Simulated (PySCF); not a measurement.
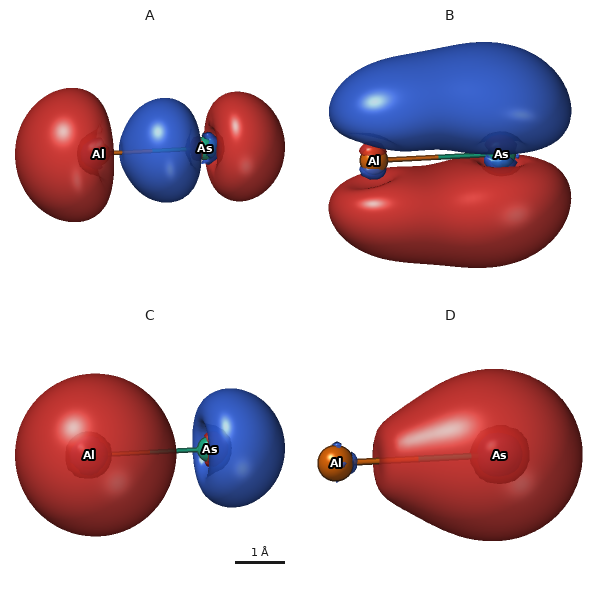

*AlAs (charge +1, quartet). Four frontier β-spin orbitals, each drawn at the value that holds 80 % of its norm (red and blue are the two phases), in no order; of a degenerate pair one member is drawn.*

Level of theory: PySCF, PBE0/def2-TZVPPD, non-relativistic Hamiltonian with scalar-relativistic core potentials where named, at a bond length of 2.591 Å.

### Name the orbitals and rank them from lowest to highest energy.

Orbital D: σ, occupied in this spin, −20.12 eV; mainly on As (90 %).
Orbital C: σ, occupied in this spin, −14.54 eV; mainly on Al (70 %).
Orbital A: σ, empty in this spin, −9.24 eV; shared between the atoms (Al 50 %, As 50 %).
Orbital B: π, empty in this spin, −8.88 eV; mainly on As (70 %).
